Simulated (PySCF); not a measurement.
## Electronic structure of C5H12BNSi in real space

```xyz
20

C    -0.4858    1.0764   -2.2665
B    -0.2938    0.3223   -0.8743
C     1.1218    0.0723   -0.3715
C     2.2645   -0.1062   -0.0046
Si    3.9935   -0.3838    0.5693
N    -1.3698   -0.1067   -0.1074
C    -2.7575    0.0687   -0.4625
C    -1.2266   -0.7917    1.1569
H    -1.0378    2.0078   -2.1441
H     0.4678    1.3265   -2.7254
H    -1.0384    0.4691   -2.9823
H     4.5312    0.8843    1.0738
H     4.7994   -0.8702   -0.5554
H     3.9821   -1.3806    1.6476
H    -3.2788    0.6454    0.3090
H    -2.8445    0.5931   -1.4086
H    -3.2552   -0.9030   -0.5504
H    -0.1722   -0.9126    1.3926
H    -1.7075   -0.2213    1.9587
H    -1.6977   -1.7793    1.1129
```

Geometry: GFN2-xTB.

Level of theory: PySCF 2.14.0, PBE0/pcSseg-1, SCF density, gas phase, non-relativistic.

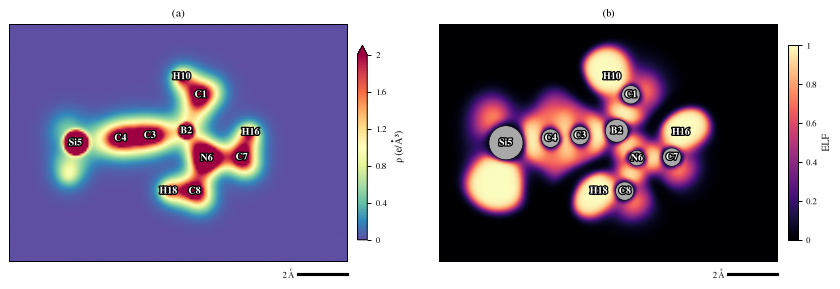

Figure 1. (a) total electron density; (b) ELF on the plane of atoms C1, B2 and C3. Grey discs cover the atomic cores in the ELF map.

**What does the map show?**

The plane passes through C, B, Si, N and H nuclei.
C–C (1.21 Å): the density is about 2.7 e/Å³ at the midpoint; the ELF peaks at about 0.85 between the atoms (a short, multiple covalent bond).
B–N (1.39 Å): the density is about 2 e/Å³ at the midpoint; the ELF peaks at about 0.90 between the atoms, as expected for a polar covalent bond.
C–N (1.44 Å): ρ at the midpoint is about 1.9 e/Å³; the ELF peaks at about 0.95 between the atoms: localised, covalent bonding.
C–B (1.52 Å): ρ is about 1.5 e/Å³ halfway; the ELF peaks at about 1 between the atoms: localised, covalent bonding.
C–Si (1.84 Å): ρ is about 0.93 e/Å³ halfway; the ELF peaks at about 0.95 between the atoms: a shared electron pair.

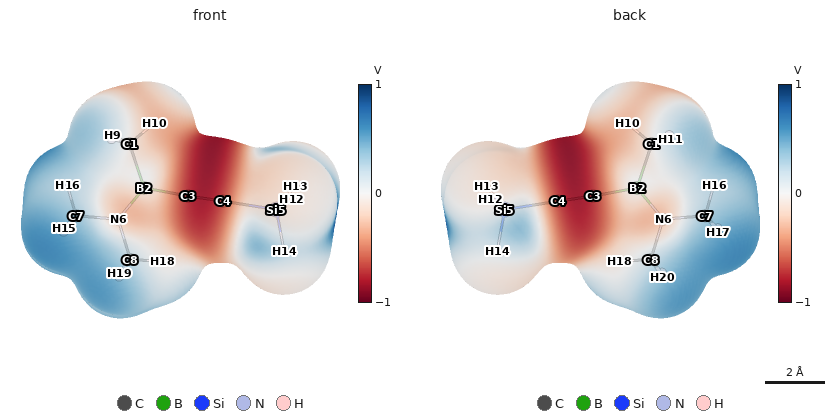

Figure 2. The molecular electrostatic potential painted on the density surface at 0.001 e/bohr³, seen from the front and from behind; red is negative and blue positive.

**Where is the surface potential most negative and most positive?**

The most negative region (about −0.9 V) lies over C3 and C4, the most positive (about +0.8 V) over Si5.

**What dipole moment does the calculation give?**

Its dipole moment is 2.06 D.
